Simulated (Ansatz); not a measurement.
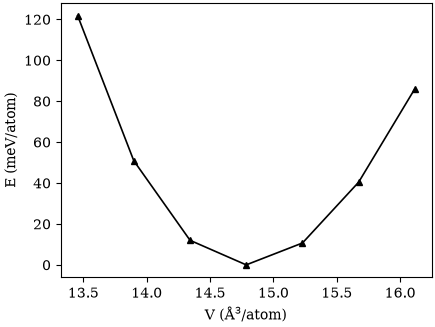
*ScIr3 (Cu3Au type, space group No. 221) under volume change, the program Ansatz at the PBEsol level (PAW), scaled uniformly.*

**Question.** What does a third-order Birch–Murnaghan fit give for V₀, B₀ and B′?

**Answer.** V₀ = 14.79 Å³/atom, B₀ = 272 GPa, B′ = 4.8.

Space group Pm-3m (Cu3Au type). The first step of the workflow began from a Materials Project structure, measured or hypothetical; the Crystallography Open Database copy checked does not list it. Its standing as an ambient phase is unchecked. Symmetry was held in the PBEsol relaxation; whether a distortion lowers the energy is not shown. No spin polarisation was allowed. Spin–orbit coupling is left out wherever it is not named.

Potentials: the later of the program's two PAW sets.
